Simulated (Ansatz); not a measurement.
# GeH₃Se radical: a short trajectory

What does GeH₃Se radical do in its first 30 fs with a Langevin thermostat, with the temperature set to 1500 K?

Method: PBE/6-31G*; program: Ansatz 0.2.0, Gaussian basis.

## Step 1: The geometry

An earlier PBE0-D4 in a triple-zeta def2 set relaxation fixed the geometry.

SMILES `[GeH3][Se]`, 5 atoms, charge 0, spin multiplicity 2.

Atoms are counted from 1 here; the program's logs count them from 0.

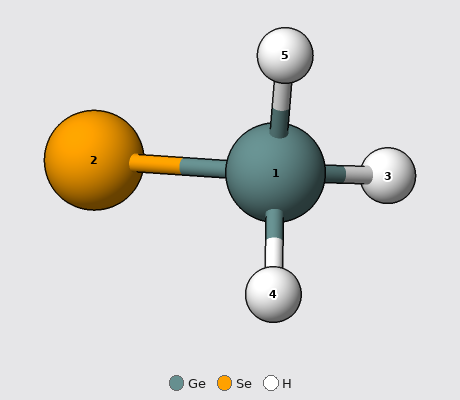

The geometry (germanium teal, selenium orange, hydrogen white); atoms are numbered from 1 in the order of the file.

## Step 2: Dynamics

Contents of in.yaml:

```yaml
crystal:
  periodic: [false, false, false]
  atoms:
    - {symbol: Ge, position_ang: [0.136670, -0.028464, -0.128137]}
    - {symbol: Se, position_ang: [-1.512456, -0.105231, 1.536608]}
    - {symbol: H, position_ang: [0.089608, 1.411445, -0.664320]}
    - {symbol: H, position_ang: [-0.184166, -1.023788, -1.252824]}
    - {symbol: H, position_ang: [1.520344, -0.327562, 0.467272]}
basis:
  gaussian: {orbitals: "6-31G*"}
magnetization: {spin_polarized: true, initial_magnetization: 1}
hamiltonian: {xc: {name: PBE}}
md: {timestep: 1 fs, n_steps: 30, ensemble: nvt_langevin, temperature: 1500, initial_velocities: maxwell_boltzmann, friction: 0.01, seed: 183}
```

The run is started by

```bash
$ ansatz run in.yaml --threads 2 --pin off --events-out ev --progress --plain --max-ram 32768MiB --backend cpu
```

What it wrote, shortened:

```text
Functional definition: PBE
  name "PBE"
  cite "Perdew, Burke & Ernzerhof, Phys. Rev. Lett. 77, 3865 (1996) doi:10.1103/PhysRevLett.77.3865"
  parent pbe
[...]
867 factors; their error is unknown
[...]
mean field -121882.15652516 eV, -4479.0866376068 hartree, gradient 9.1e-8 eV, S^2 0.752111; 3 other end points of the search recorded, 0 dependent functions left out
[...]
reference -121882.15655989 eV, -4479.0866388829 hartree; 35, 34 occupied and 41, 42 virtual orbitals, 867 factors
md step     0: t =     0.00 fs  T =  1200.0 K  F+E_penalty+E_count = -121882.15652516 eV  E_kin = 0.775560 eV  (144 SCF iters)
[...]
md step     7: t =     7.00 fs  T =  1042.8 K  F+E_penalty+E_count = -121881.96958812 eV  E_kin = 0.673975 eV  (48 SCF iters)
[...]
md step    14: t =    14.00 fs  T =   664.4 K  F+E_penalty+E_count = -121881.80234025 eV  E_kin = 0.429383 eV  (56 SCF iters)
[...]
md step    21: t =    21.00 fs  T =   603.1 K  F+E_penalty+E_count = -121881.82283766 eV  E_kin = 0.389765 eV  (54 SCF iters)
[...]
md step    28: t =    28.00 fs  T =   509.8 K  F+E_penalty+E_count = -121881.70234277 eV  E_kin = 0.329505 eV  (40 SCF iters)
[...]
md step    29: t =    29.00 fs  T =   418.2 K  F+E_penalty+E_count = -121881.70314353 eV  E_kin = 0.270283 eV  (41 SCF iters)
[...]
md step    30: t =    30.00 fs  T =   601.9 K  F+E_penalty+E_count = -121881.75290001 eV  E_kin = 0.389039 eV  (77 SCF iters)
Total energy: -121881.75293464 eV, -4479.0718059286 hartree
Atom 0 at     0.161173     0.083893    -0.040423 Å, force    -1.515671     0.690645    -1.825009 eV/Å
Atom 1 at    -1.626201    -0.135900     1.471722 Å, force     0.242734    -0.230032     0.228344 eV/Å
Atom 2 at    -0.201612     1.684509    -0.317121 Å, force     0.654116    -1.121801     0.103394 eV/Å
Atom 3 at    -0.128773    -0.740675    -1.413100 Å, force    -0.231589     0.544131     0.653011 eV/Å
Atom 4 at     1.607737    -0.333445     0.049600 Å, force     0.850411     0.117058     0.840261 eV/Å
Dipole moment:     0.221546     0.017533    -0.083209 e Å
```

It took 2.6 min on 2 threads, shared host.

## Step 3: The trajectory

One row in 2; energies are counted from the first frame:

```csv
time (fs),T (K),potential (meV),Ge1–H3 (Å)
0.0,1200,0.0,1.537
2.0,958,131.1,1.477
4.0,700,278.8,1.460
6.0,747,214.5,1.508
8.0,944,216.9,1.603
10.0,709,362.0,1.679
12.0,509,439.2,1.695
14.0,664,354.2,1.651
16.0,811,236.5,1.567
18.0,613,312.7,1.503
20.0,614,365.3,1.474
22.0,624,289.3,1.495
24.0,816,253.9,1.561
26.0,658,343.3,1.625
28.0,510,454.2,1.678
30.0,602,403.6,1.664
```

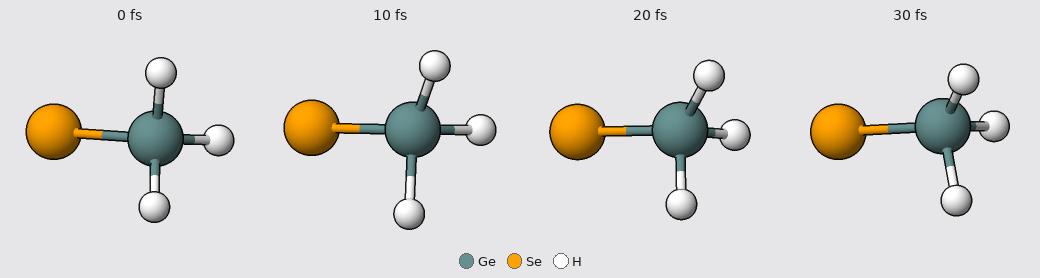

Four frames; sticks are those of the first frame.

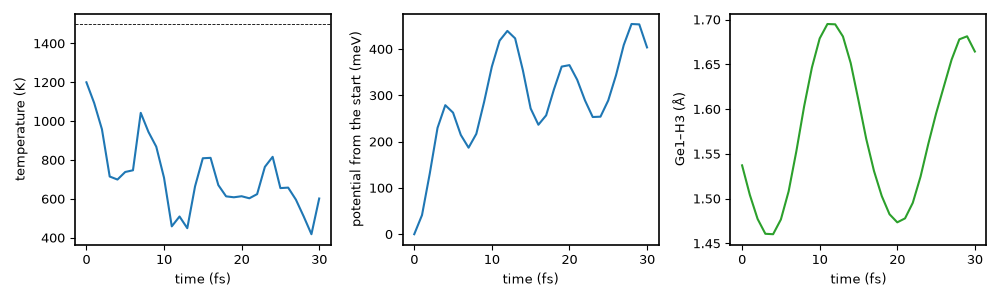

Temperature (the set value dashed), potential energy and the bond that swings most.

Positions (Å) and forces (eV/Å) at 30.0 fs:

```xyz
5

Ge    0.161    0.084   -0.040   -1.516    0.691   -1.825
Se   -1.626   -0.136    1.472    0.243   -0.230    0.228
H    -0.202    1.685   -0.317    0.654   -1.122    0.103
H    -0.129   -0.741   -1.413   -0.232    0.544    0.653
H     1.608   -0.333    0.050    0.850    0.117    0.840
```

## Step 4: What came out

| quantity | value |
| --- | --- |
| length | 30 steps of 1.0 fs |
| temperature, first and last frame | 1200, 602 K |
| temperature, second half | mean 648 K, from 418 to 816 K |
| swing of the potential | 454 meV |
| range of Ge1–H3 | 1.460 to 1.695 Å |

In words: From 1200 K at the start the temperature swings between 418 and 1200 K: with 5 atoms it has no steady value yet; starting near a minimum, about half of the kinetic energy flows into the potential. The first value differs from the one set because the log counts other degrees of freedom than the draw of velocities did. Ge1–H3 swings most, by 0.23 Å; no bond breaks. A run of 30 fs gives no averages.
